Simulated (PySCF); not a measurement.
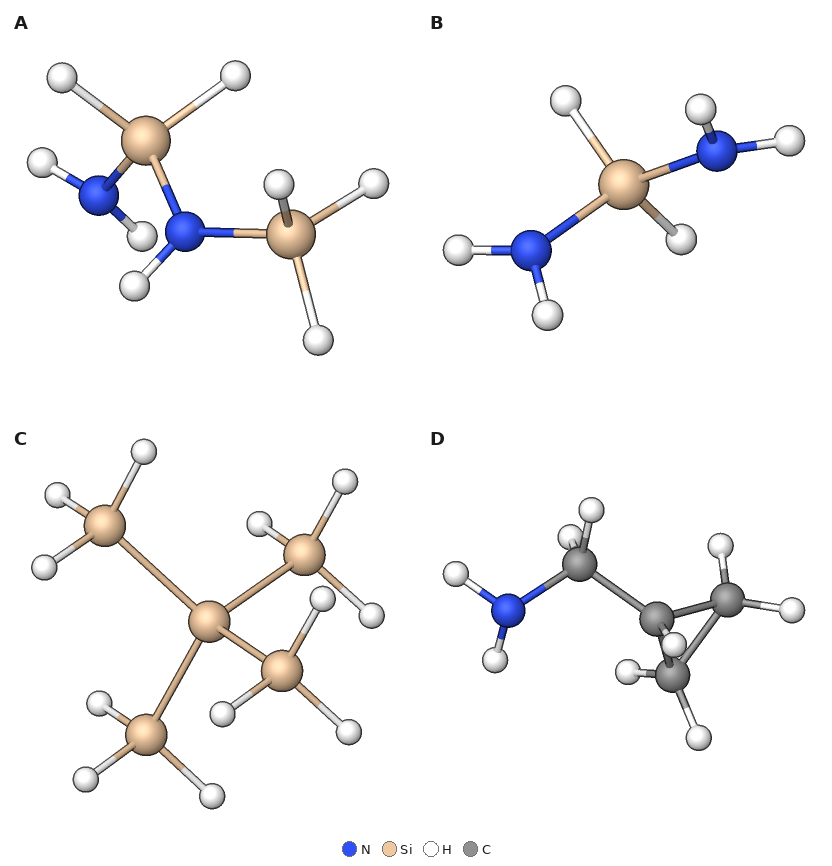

Source: calculation with PySCF.

Question: Which panel belongs to which SMILES?
(1) N[SiH2]N
(2) [SiH3][Si]([SiH3])([SiH3])[SiH3]
(3) N[SiH2]N[SiH3]
(4) NCC1CC1

Answer: A is (3), B is (1), C is (2), D is (4).
